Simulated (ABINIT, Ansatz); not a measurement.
# Quasiparticle gap of CaAlSiH (P3m1) in ABINIT, part 2 of 2

How does a plane-wave GW calculation on CaAlSiH (P3m1) run from the first input to the gap?

ABINIT 10.8.3; PBEsol and many-body steps on it, plane waves. Known limits of the many-body steps: not at the basis limit; coarse k mesh.

So far. Step 3 (Empty states on the mesh, 3×3×4 mesh, 130 bands): On this mesh the gap is 0.573 eV. The earlier step found 0.289 eV, so this mesh misses an edge. Step 4 (Screening, 3×3×4 mesh, 122 bands, screening to 176.9 eV): Local fields lower ε∞ by 11 %. On a Γ-centred mesh this coarse the value itself is usually too large, while a short band sum pulls it down.

### 5. Self-energy, 3×3×4 mesh, 122 bands, screening to 176.9 eV

The self-energy is evaluated for the states that the input lists, and the levels follow from it, in one-shot runs by the linearised quasiparticle equation.

This step: G0W0 on PBEsol, plane waves, norm-conserving pseudopotentials.

Input file run.abi:

```
acell 3*1.0 Angstrom
rprim 
  4.143280229474 0.000000000031 0.000000000000
  -2.071640114764 3.588185933707 0.000000000000
  0.000000000000 0.000000000000 4.698226000000
ntypat 4
znucl 20 13 14 1
natom 4
typat 1 2 3 4
xred 
  0.000000000000 0.000000000000 0.999921000000
  0.666666666667 0.333333333333 0.457112000000
  0.333333333333 0.666666666667 0.565892000000
  0.666666666667 0.333333333333 0.083775000000
pp_dirpath "pseudos"
pseudos "Ca.upf, Al.upf, Si.upf, H.upf"
ecut 32
ngkpt 3 3 4
nshiftk 1
shiftk 0 0 0
kptopt 1
chksymbreak 0
istwfk *1
occopt 1
irdwfk 1
optdriver 4
nband 122
gwcalctyp 0
ecutsigx 32
symsigma 1
nkptgw 3
kptgw 
  0.0000000000 0.0000000000 0.5000000000
  -0.3333333333 0.0000000000 0.2500000000
  0.0000000000 0.0000000000 0.0000000000
bdgw 
  7 11
  8 11
  8 12
ecuteps 6.5
irdscr 1
ppmodel 1
indata_prefix "in"
outdata_prefix "out"
tmpdata_prefix "tmp"
```

On the command line:

```bash
$ OMP_NUM_THREADS=1 mpirun -n 4 abinit run.abi > log
```

Numbers of over 12 decimals in the logs are rounded to 6 here.

Output:

```text
.Version 10.8.3 of ABINIT. v10.8.2 released Aug 2026.

 Symmetries : space group P3 m 1 (#156); Bravais hP (primitive hexag.)
[... echo of the input left out ...]
== DATASET  1 ==================================================================
-   mpi_nproc: 4, omp_nthreads: 1 (-1 if OMP is not activated)

--- !DatasetInfo
iteration_state: {dtset: 1, }
dimensions: {natom: 4, nkpt: 10, mband: 122, nsppol: 1, nspinor: 1, nspden: 1, mpw: 4092, }
cutoff_energies: {ecut:  32.0, pawecutdg:  -1.0, }
electrons: {nelect:   1.80000000E+01, charge:   0.00000000E+00, occopt:   1.00000000E+00, tsmear:   1.00000000E-02, }

 SIGMA: Calculation of the GW corrections

 Based on a program developped by R.W. Godby, V. Olevano, G. Onida, and L. Reining.
 Incorporated in ABINIT by V. Olevano, G.-M. Rignanese, and M. Torrent.
.Using double precision arithmetic ; gwpc =  8

[... cell and pseudopotentials left out ...]
--------------------------------------------------------------------------------

 ==== K-mesh for the wavefunctions ====
 Number of points in the irreducible wedge :    10
[... list of points left out ...]
 Together with  6 symmetry operations and time-reversal symmetry
 yields    36 points in the full Brillouin Zone.

 ==== Q-mesh for screening function ====
 Number of points in the irreducible wedge :    10
[... list of points left out ...]
 Together with  6 symmetry operations and time-reversal symmetry
 yields    36 points in the full Brillouin Zone.

 vcoul_init : cutoff-mode = AUXILIARY_FUNCTION
 q-points for optical limit:   1
     1)      0.000010    0.000020    0.000030
 setmesh: FFT mesh size selected  =    36x   36x   45
          total number of points  =        58320

 Number of electrons calculated from density =   18.0000; Expected =   18.0000
 average of density, n =  0.038188
 r_s =    1.8422
 omega_plasma =   18.8502 [eV]

 === KS Band Gaps ===
  >>>> For spin  1
   Minimum direct gap =   1.3645 [eV], located at k-point      :   0.0000  0.0000  0.5000
   Fundamental gap    =   0.5729 [eV], Top of valence bands at :   0.0000  0.0000  0.5000
                                       Bottom of conduction at :  -0.3333  0.0000  0.2500
 SIGMA fundamental parameters:
 PLASMON POLE MODEL  1
 number of plane-waves for SigmaX                 4055
 number of plane-waves for SigmaC and W            365
 number of plane-waves for wavefunctions          4055
 number of bands                                   122
 number of independent spin polarizations            1
 number of spinorial components                      1
 number of k-points in IBZ                          10
 number of q-points in IBZ                          10
 number of symmetry operations                       6
 number of k-points in BZ                           36
 number of q-points in BZ                           36
 number of frequencies for dSigma/dE                 9
 frequency step for dSigma/dE [eV]                0.25
 number of omega for Sigma on real axis              0
 max omega for Sigma on real axis  [eV]           0.00
 zcut for avoiding poles [eV]                     0.10

 EPSILON^-1 parameters (SCR file):
 dimension of the eps^-1 matrix on file            365
 dimension of the eps^-1 matrix used               365
 number of plane-waves for wavefunctions          4055
 number of bands                                   122
 number of q-points in IBZ                          10
 number of frequencies                               2
 number of real frequencies                          1
 number of imag frequencies                          1

 matrix elements of self-energy operator (all in [eV])

 Perturbative Calculation

--- !SelfEnergy_ee
iteration_state: {dtset: 1, }
kpoint     : [   0.000,    0.000,    0.500, ]
spin       : 1
KS_gap     :    1.365
QP_gap     :    2.329
Delta_QP_KS:    0.965
data: !SigmaeeData |
     Band     E0 <VxcDFT>   SigX SigC(E0)      Z dSigC/dE  Sig(E)    E-E0       E
        7   5.143 -10.508 -12.057   0.942   0.756  -0.323 -10.967  -0.459   4.685
        8   5.143 -10.508 -12.057   0.942   0.756  -0.323 -10.967  -0.459   4.685
        9   5.611 -10.596 -11.761   0.648   0.762  -0.312 -10.990  -0.394   5.217
       10   6.975 -10.838  -6.035  -4.060   0.768  -0.302 -10.267   0.571   7.546
       11   6.975 -10.838  -6.035  -4.060   0.768  -0.302 -10.267   0.571   7.546

--- !SelfEnergy_ee
iteration_state: {dtset: 1, }
kpoint     : [  -0.333,    0.000,    0.250, ]
spin       : 1
KS_gap     :    1.658
QP_gap     :    2.276
Delta_QP_KS:    0.618
data: !SigmaeeData |
     Band     E0 <VxcDFT>   SigX SigC(E0)      Z dSigC/dE  Sig(E)    E-E0       E
        8   3.857 -10.184 -12.132   1.366   0.751  -0.331 -10.621  -0.438   3.419
        9   4.526 -10.017 -11.139   0.703   0.761  -0.315 -10.336  -0.319   4.207
       10   6.183  -9.651  -5.511  -3.752   0.772  -0.296  -9.352   0.299   6.483
       11   7.703 -10.350  -5.678  -4.152   0.770  -0.298  -9.950   0.400   8.103

--- !SelfEnergy_ee
iteration_state: {dtset: 1, }
kpoint     : [   0.000,    0.000,    0.000, ]
spin       : 1
KS_gap     :    2.393
QP_gap     :    3.004
Delta_QP_KS:    0.611
data: !SigmaeeData |
     Band     E0 <VxcDFT>   SigX SigC(E0)      Z dSigC/dE  Sig(E)    E-E0       E
        8   4.679 -10.437 -11.992   1.068   0.755  -0.325 -10.805  -0.367   4.312
        9   4.679 -10.437 -11.992   1.068   0.755  -0.325 -10.805  -0.367   4.312
       10   7.073  -9.680  -5.261  -4.101   0.767  -0.303  -9.436   0.244   7.316
       11   8.143  -9.888  -5.296  -4.240   0.764  -0.308  -9.619   0.269   8.411
       12   8.143  -9.888  -5.296  -4.240   0.764  -0.308  -9.619   0.269   8.411

== END DATASET(S) ==============================================================
================================================================================

 -outvars: echo values of variables after computation  --------
           etotal      0.0000000000E+00
            nband         122
             nkpt          10
          spgroup         156
 [... the other variables as echoed above ...]

 Calculation completed.
```

The job ended after 49 s (4 MPI ranks of Intel Xeon Platinum 8259CL at 2.50GHz (Skylake/Cascade Lake), shared host; peak memory 1.1 GiB).

This step gave:

- G0W0 gap on the points computed: 1.266 eV
- starting gap on the mesh: 0.5729 eV
- k of the valence top: 0, 0, 0.5
- k of the conduction bottom: -0.3333, 0, 0.25
- Z at the valence top: 0.762
- Z at the conduction bottom: 0.772
- least direct G0W0 gap on the computed points: 2.276 eV

The gap on the mesh goes from 0.57 eV to 1.27 eV, a correction of +0.69 eV. The start differs from the 0.29 eV found before because the two sample other k points.

Limits: finite bands, cutoff and mesh; coarse k mesh. v1 is the top filled band, c1 the lowest empty one. Levels before and after the correction, in eV, zero at the valence-band top of each column:

|  | conduction bottom | valence top |
| --- | --- | --- |
| Kohn-Sham | 0.57 | 0.00 |
| G0W0 | 1.27 | 0.00 |

|  | level | energy (eV) |
| --- | --- | --- |
| Kohn-Sham | (0 0 0.5) v3-v2 | -0.467 |
| Kohn-Sham | (0 0 0.5) v1 | 0.000 |
| Kohn-Sham | (0 0 0.5) c1-c2 | 1.365 |
| Kohn-Sham | (-0.333 0 0.25) v2 | -1.754 |
| Kohn-Sham | (-0.333 0 0.25) v1 | -1.085 |
| Kohn-Sham | (-0.333 0 0.25) c1 | 0.573 |
| Kohn-Sham | (-0.333 0 0.25) c2 | 2.092 |
| G0W0 | (0 0 0.5) v3-v2 | -0.532 |
| G0W0 | (0 0 0.5) v1 | 0.000 |
| G0W0 | (0 0 0.5) c1-c2 | 2.329 |
| G0W0 | (-0.333 0 0.25) v2 | -1.798 |
| G0W0 | (-0.333 0 0.25) v1 | -1.010 |
| G0W0 | (-0.333 0 0.25) c1 | 1.266 |
| G0W0 | (-0.333 0 0.25) c2 | 2.886 |

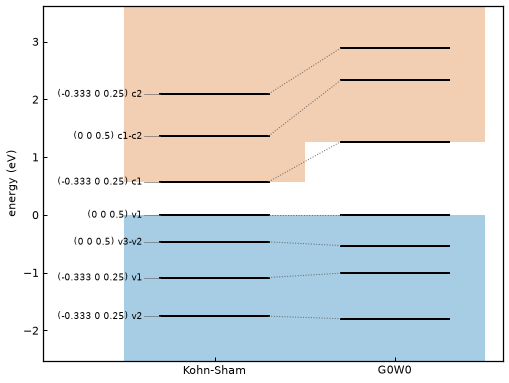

Levels before and after the correction. Shaded: valence and conduction bands.

### 6. Where the time went

Times are wall times on 4 MPI ranks of Intel Xeon Platinum 8259CL at 2.50GHz (Skylake/Cascade Lake), shared host, good to a factor of about two.

| step | time | share | memory (GiB) |
| --- | --- | --- | --- |
| ground state | 26 s | 9 % | 0.36 |
| empty states on the mesh | 2.5 min | 56 % | 3.8 |
| screening | 44 s | 16 % | 0.93 |
| self-energy | 49 s | 18 % | 1.1 |

### 7. Results

| Item | Value |
| --- | --- |
| PBEsol gap | 0.29 eV, indirect |
| G0W0 gap on the mesh | 1.27 eV |
| G0W0 gap over the zone (rigid shift) | 0.98 eV |
| GW settings | 3×3×4 mesh, 122 bands, screening to 176.9 eV, Godby-Needs plasmon pole |
| known limits | not at the basis limit; coarse k mesh |

**Reading.** G0W0 moves the gap on the mesh from 0.57 eV to 1.27 eV (+0.69 eV), with Z of 0.76 and 0.77 at the edges. The mesh misses the band edges by 0.28 eV in all; a rigid shift gives 0.98 eV for the zone. Local fields lower the RPA ε∞ on this mesh from 24.23 to 21.46; a Γ-centred mesh this coarse tends to raise both, most where the direct gap is narrow, while a short band sum lowers them. Only 3 of the mesh's irreducible points were corrected, so a valley elsewhere could overtake. The dearest step here is «empty states on the mesh». Bands and cutoff are finite, so the gap is not at the basis limit. The miss can reach some tenths of an eV and take either sign; the mesh is an error of its own. In the G0W0 run levels were corrected at 3 k points alone, so a gap called «on the mesh» is the least over those, and an edge elsewhere would be missed. A denser mesh or path gives a starting gap of 0.29 eV: the GW mesh misses a band edge, so its gaps are not the fundamental one. The 3×3×4 mesh is coarse for this cell, which bears on the long-range parts of exchange and screening.

[Paths, hosts, dates, memory and timing lines, banners, echoed tables and standing remarks are left out of the program output.]

[Logs are printed without paths, hosts, clocks, repeated set-up lines and the standing remarks that a program may print on its own settings, such as how far it seeks lower states.]

[Runs of the session that timed out or met a known fault of the program may be left out.]

[Hosts, paths, dates, database ids (printed as entryN), source tags and the programs' standing remarks are cut or masked in the printed files.]

[G0W0 gaps are taken among the corrected bands and points alone; a level outside them can change the order at an edge.]

[Where Ansatz stands beside ABINIT at settings called matched, ABINIT's density can come from a denser mesh and the files from another edition; pairs whose starting gaps differed by over 0.03 eV were left out, so agreement reads better than it is.]
